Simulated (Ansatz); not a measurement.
# Liquid (Cs,Li)F: a series in temperature

How do cells made at different temperatures differ in energy, pressure, forces, levels, charges and cost?

Computed with Ansatz 0.2.0: Kohn-Sham DFT, PBEsol, PAW (set soft_2). Every run is a single point, with the atoms held where the recipe put them (cutoff of the plane-wave runs 420 eV, fermi-dirac smearing of 0.05 eV).

First member: 112 atoms (22 Cs, 34 Li, 56 F) placed at random at 2.94 g/cm³, melted at 1600 K for 10 ps at fixed volume with the Lennard-Jones and Coulomb ion parameters for SPC/E (Joung and Cheatham, J. Phys. Chem. B 112, 9020 (2008)), full charges. Snapshot at the end of a hold of 15 ps at 900 K and zero pressure.

Last member: 112 atoms (22 Cs, 34 Li, 56 F) placed at random at 2.94 g/cm³, melted at 1600 K for 10 ps at fixed volume with the Lennard-Jones and Coulomb ion parameters for SPC/E (Joung and Cheatham, J. Phys. Chem. B 112, 9020 (2008)), full charges. Snapshot at the end of a hold of 15 ps at 1300 K and zero pressure.

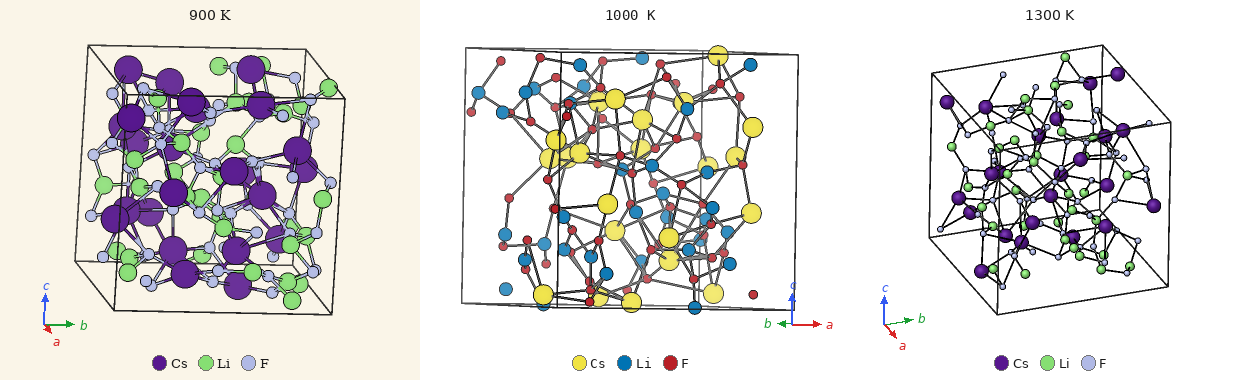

Three members of the series, labelled by temperature. Bonds to atoms that aren't drawn are left out. Some periodic images of atoms are drawn too.

The members:

| temperature (K) | reduced formula | atoms | valence electrons | k-mesh | basis | density (g/cm³) |
| --- | --- | --- | --- | --- | --- | --- |
| 900 | Cs11Li17F28 | 112 | 692 | 1×1×1 | plane waves | 3.08 |
| 1000 | Cs11Li17F28 | 112 | 692 | 1×1×1 | plane waves | 2.95 |
| 1300 | Cs11Li17F28 | 112 | 692 | 1×1×1 | plane waves | 2.75 |

Each cell is one sample from a classical run, so sample-to-sample scatter enters every column; pressures lack the kinetic term.

The input of the first member, without its atom lines; other members have their own cell and atoms, and may differ in mesh, basis and outputs:

```yaml
crystal:
  lattice:
    - [13.15098, 0.0, 0.0]
    - [0.0, 13.15098, 0.0]
    - [0.0, 0.0, 13.15098]
  atoms:
    [... 112 lines ...]
kpoints:
  mp_grid: { grid: [1, 1, 1] }
hamiltonian:
  xc: pbesol
scf:
  occupations: { method: fermi_dirac, width: 0.05 }
output:
  forces: true
  stress: true
  populations: intrinsic
  dos:
    method: { smearing: { sigma: 0.08 } }
    de: 0.1
    projected: { site_lists: { Cs: [Cs], F: [F], Li: [Li] } }
  eigenvalues: true
  write_density: true
  write_potential: true
  volumetric_format: npy
```

Q: What do these runs give, and what do they cost?

Results; charges are mean intrinsic-atomic-orbital charges in e:

```csv
temperature (K),energy less the first member's (meV/atom),pressure (GPa),r.m.s. force (eV/Å),gap (eV),q(Li),q(F),q(Cs)
900,0.0,-3.28,0.373,4.66,+0.77,-0.84,+0.93
1000,19.1,-3.35,0.411,4.53,+0.78,-0.84,+0.93
1300,78.1,-3.14,0.502,3.77,+0.78,-0.84,+0.94
```

The gap is that between the highest filled and lowest empty Kohn-Sham level on the run's k-points; tail or defect levels can set it.

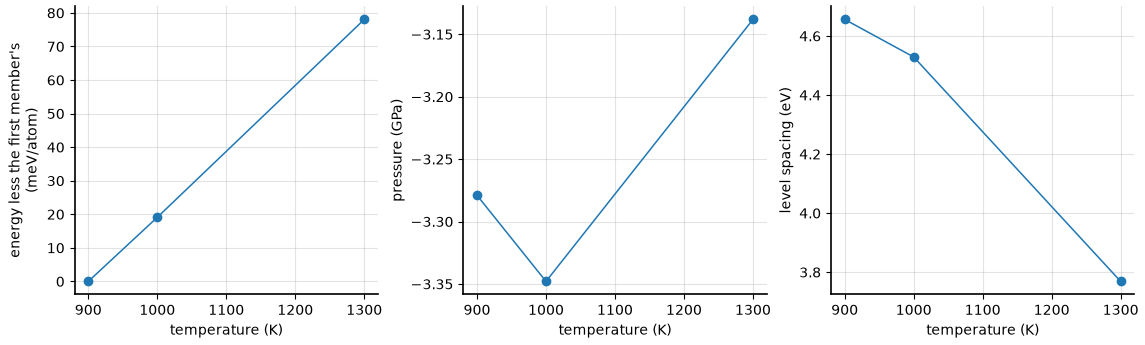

Results against temperature.

Cost on 8 threads of Intel Xeon Platinum 8488C (Sapphire Rapids), shared host:

| temperature (K) | atoms | basis | k-mesh | SCF cycles | time | host memory (GiB) |
| --- | --- | --- | --- | --- | --- | --- |
| 900 | 112 | plane waves | 1×1×1 | 10 | 15 s | 3.2 |
| 1000 | 112 | plane waves | 1×1×1 | 10 | 16 s | 3.3 |
| 1300 | 112 | plane waves | 1×1×1 | 10 | 15 s | 3.6 |

Times include the outputs that each run asked for, on hosts shared with other jobs.

What the series shows: The energy against the first member goes steadily from 0.0 meV/atom at 900 to 78.1 meV/atom at 1300 K; each member is a single configuration. The gap goes steadily from 4.66 eV at 900 to 3.77 eV at 1300 K; in single samples it varies with the configuration. The density spans 2.75 to 3.08 g/cm³, so the columns mix its effect with that of the temperature. The pressure goes from -3.3 GPa at 900 to -3.1 GPa at 1300 K. The r.m.s. force goes steadily from 0.37 eV/Å at 900 to 0.5 eV/Å at 1300 K.

Caveats: The levels lack spin–orbit coupling, which is large for the heavy elements here. The starting topology of bonds comes from the classical model, and needn't be the one that DFT or experiment would give. The ion parameters were fitted for water, not for melts, so the density of this cell may lie well off the real melt's. The coldest member lies under the melting points of the pure salts (LiF 1121 K and CsF 976 K), though mixtures near a eutectic melt much lower; whether it is supercooled wasn't checked. The cells aren't relaxed by DFT, which could reorder their energies.

[Logs are printed without paths, hosts, clocks, repeated set-up lines and the standing remarks that a program may print on its own settings, such as how far it seeks lower states.]

[Hosts, paths, dates, database ids (printed as entryN), source tags and the programs' standing remarks are cut or masked in the printed files.]
